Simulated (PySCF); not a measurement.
## AlCl₂F: one change and its effect

System: AlCl₂F.
Method of run A: GIAO B3LYP/pcSseg-1 Al:pcSseg-2 NMR shielding, non-relativistic, gas phase (PySCF 2.14.0).

The geometry comes from this level: PBE0-D3(BJ)/def2-SVP. Text and figures count atoms from 1; the logs count them from 0 in places.

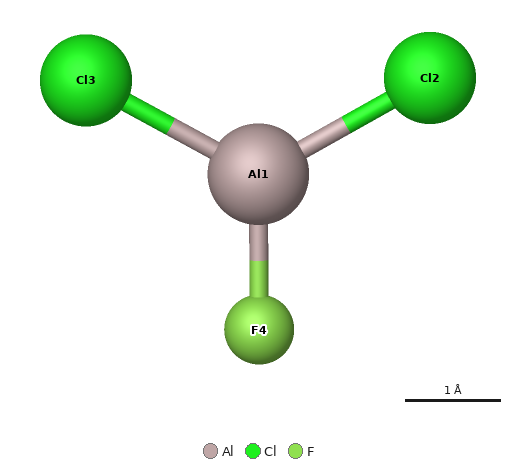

Figure 1. The structure as given in the input (ball-and-stick view, seen on its broad side; atoms are numbered from 1 in the order of the input). Sticks mark near contacts. Bond lengths as drawn: Al–Cl 2.07 Å and Al–F 1.65 Å.

## Input file, run A
```
{"job": {"kind": "nmr", "xc": "B3LYP", "basis": {"default": "pcSseg-1", "Al": "pcSseg-2"}, "pop": false}, "charge": 0, "multiplicity": 1}
Al    -0.048385    -0.078349     0.002242
Cl     2.022969    -0.156955     0.020472
Cl    -1.071612     1.725020    -0.026110
F     -0.902972    -1.489716     0.003396
```

The first line tells a small driver script what to run in PySCF; the rest is the geometry in Å.

Hardware: 1 CPU thread, shared host.

## Output (run A)
```
coarse grid: 5960 points
cycle   1  E = -1262.8156449036  dE =  2.344e-01  |g| = 6.994e-01  |ddm| = 1.937e+00
cycle   2  E = -1262.6500826063  dE =  1.656e-01  |g| = 1.261e+00  |ddm| = 1.211e+00
cycle   3  E = -1262.9043675447  dE = -2.543e-01  |g| = 1.060e-01  |ddm| = 7.285e-01
cycle   4  E = -1262.9067395378  dE = -2.372e-03  |g| = 3.459e-02  |ddm| = 1.231e-01
cycle   5  E = -1262.9069416434  dE = -2.021e-04  |g| = 5.911e-03  |ddm| = 2.772e-02
cycle   6  E = -1262.9069495890  dE = -7.946e-06  |g| = 1.973e-03  |ddm| = 7.117e-03
final grid: 46992 points
cycle   7  E = -1262.9215780208  dE = -1.353e-05  |g| = 5.058e-03  |ddm| = 8.734e-03
cycle   8  E = -1262.9215725552  dE =  5.466e-06  |g| = 8.077e-03  |ddm| = 6.307e-03
cycle   9  E = -1262.9215817853  dE = -9.230e-06  |g| = 4.303e-04  |ddm| = 3.763e-03
cycle  10  E = -1262.9215818280  dE = -4.268e-08  |g| = 8.035e-05  |ddm| = 4.750e-04
cycle  11  E = -1262.9215818292  dE = -1.258e-09  |g| = 2.894e-05  |ddm| = 9.014e-05
cycle  12  E = -1262.9215818294  dE = -2.010e-10  |g| = 5.253e-06  |ddm| = 3.246e-05
converged SCF energy = -1262.9215818294

GIAO shielding tensors (ppm)
atom      isotropic    diamagn.    paramagn.     s11        s22        s33       span
  0 Al     434.892     794.200    -359.308    363.166    438.617    502.894    139.728
  1 Cl     958.720    1148.660    -189.940    880.679    897.320   1098.160    217.481
  2 Cl     958.712    1148.654    -189.942    880.524    897.206   1098.406    217.882
  3 F      312.084     466.639    -154.555    237.819    280.625    417.807    179.988
```

For run B the input was changed thus:
```diff
-"xc": "B3LYP"
+"xc": "PBE"
```

What does this change do to the results?

The total energies belong to different methods, so their difference says nothing on which is more stable or more accurate. The HOMO goes from −9.39 to −8.24 eV. The LUMO goes from −1.69 to −2.27 eV. The dipole moment goes from 0.32 to 0.28 D. Of all shieldings, the largest change is that of F4, by −17.2 ppm. The functional changes from B3LYP to PBE. Exact exchange removes part of the self-interaction error of semilocal functionals, which pushes filled and empty levels apart. The SCF takes 13 iterations against 12.

## Output (run B)
```
coarse grid: 5960 points
cycle   1  E = -1262.1373689771  dE =  2.620e-01  |g| = 7.140e-01  |ddm| = 1.991e+00
cycle   2  E = -1261.7340990481  dE =  4.033e-01  |g| = 1.724e+00  |ddm| = 1.523e+00
cycle   3  E = -1262.2234207892  dE = -4.893e-01  |g| = 1.944e-01  |ddm| = 1.059e+00
cycle   4  E = -1262.2317755515  dE = -8.355e-03  |g| = 6.838e-02  |ddm| = 2.341e-01
cycle   5  E = -1262.2325947321  dE = -8.192e-04  |g| = 1.938e-02  |ddm| = 6.849e-02
cycle   6  E = -1262.2326870680  dE = -9.234e-05  |g| = 5.909e-03  |ddm| = 2.198e-02
cycle   7  E = -1262.2326942682  dE = -7.200e-06  |g| = 7.368e-04  |ddm| = 4.533e-03
final grid: 46992 points
cycle   8  E = -1262.2641090932  dE = -3.856e-05  |g| = 6.331e-03  |ddm| = 1.172e-02
cycle   9  E = -1262.2640959179  dE =  1.318e-05  |g| = 1.085e-02  |ddm| = 9.043e-03
cycle  10  E = -1262.2641134178  dE = -1.750e-05  |g| = 1.725e-03  |ddm| = 6.377e-03
cycle  11  E = -1262.2641138005  dE = -3.827e-07  |g| = 2.403e-04  |ddm| = 9.921e-04
cycle  12  E = -1262.2641138135  dE = -1.303e-08  |g| = 6.107e-05  |ddm| = 2.803e-04
cycle  13  E = -1262.2641138144  dE = -8.426e-10  |g| = 1.090e-05  |ddm| = 6.793e-05
converged SCF energy = -1262.2641138144

GIAO shielding tensors (ppm)
atom      isotropic    diamagn.    paramagn.     s11        s22        s33       span
  0 Al     428.876     794.910    -366.035    357.407    436.682    492.537    135.130
  1 Cl     942.176    1148.398    -206.222    859.350    875.692   1091.486    232.136
  2 Cl     942.173    1148.392    -206.219    859.179    875.590   1091.750    232.571
  3 F      294.911     465.864    -170.953    214.704    262.430    407.599    192.895
```

## The two runs side by side

| quantity | run A | run B |
| --- | --- | --- |
| outcome | converged | converged |
| total energy (hartree) | −1262.921582 | −1262.264114 |
| HOMO (eV) | −9.39 | −8.24 |
| LUMO (eV) | −1.69 | −2.27 |
| dipole moment (D) | 0.32 | 0.28 |
| shielding of Al1 (ppm) | 434.9 | 428.9 |
| shielding of Cl2 (ppm) | 958.7 | 942.2 |
| shielding of Cl3 (ppm) | 958.7 | 942.2 |
| shielding of F4 (ppm) | 312.1 | 294.9 |
| SCF iterations | 12 | 13 |
| basis functions | 108 | 108 |
| wall time (shared host) | 5.8 s | 7.5 s |
